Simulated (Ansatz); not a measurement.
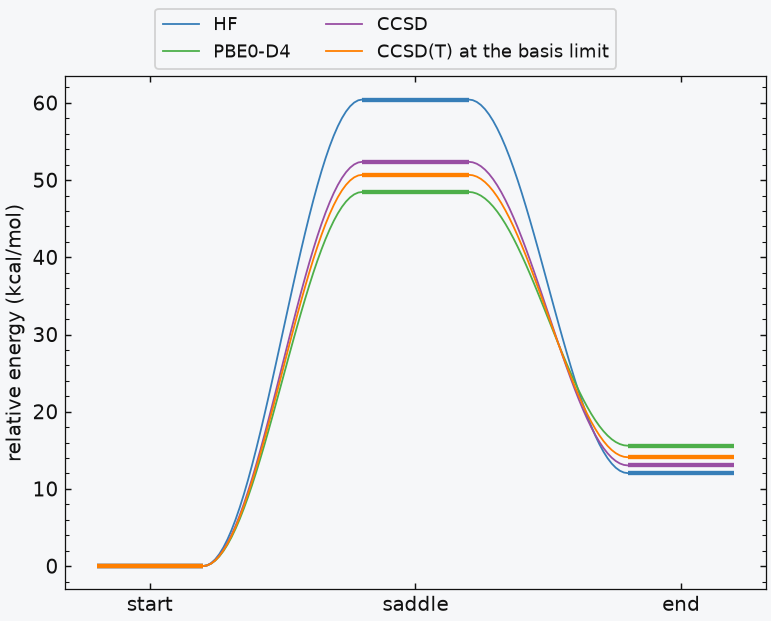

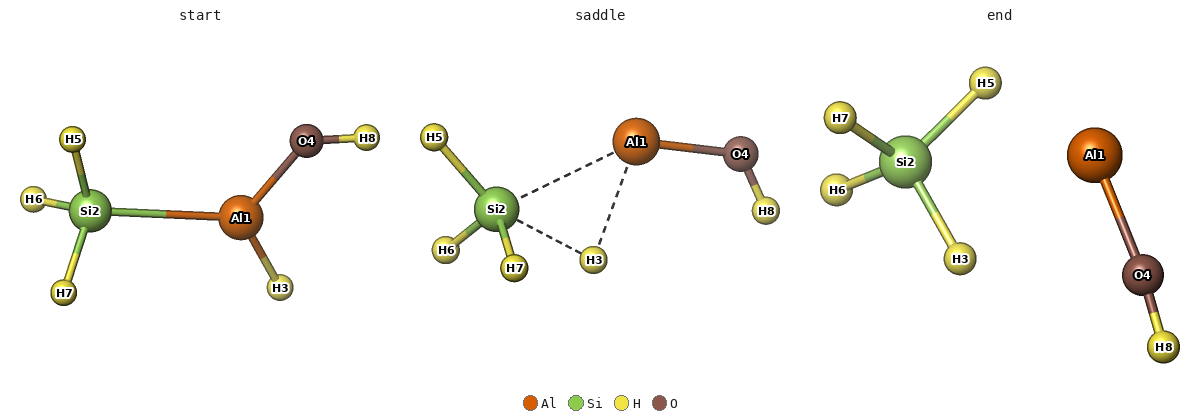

One elementary step of AlSiH₅O, singlet: start, first-order saddle point (changing pairs dashed) and end. Electronic energies at PBE0-D4/def2-TZVP geometries, energies in def2-TZVPP, the Ansatz code 0.2.0; cores frozen in correlated methods, no zero-point terms. Start and end are the structures at the ends of the path (complexes, where there are several molecules). The limit is the MP2 basis limit plus CCSD(T) less MP2 in triple zeta. Lines between the levels only guide the eye.

In the step Si2–H3 (3.60 → 1.77 → 1.49 Å) forms; Al1–Si2 (2.45 → 2.41 → 3.79 Å) and Al1–H3 (1.59 → 1.86 → 3.26 Å) break (lengths at start, saddle and end; changes of bond order aren't listed).

### Is the step uphill or downhill with HF?

Uphill by 12.0 kcal/mol in electronic energy, over a barrier of 60.4 kcal/mol.

### What are the heights of saddle and end over the start, in kcal/mol?

| level | barrier | reverse barrier | step energy |
| --- | --- | --- | --- |
| HF | 60.4 | 48.4 | 12.0 |
| PBE0-D4 | 48.5 | 32.9 | 15.6 |
| CCSD | 52.4 | 39.3 | 13.0 |
| CCSD(T) at the basis limit | 50.7 | 36.6 | 14.1 |

Caveats, for all or some of the runs: restricted reference unstable towards unrestricted.
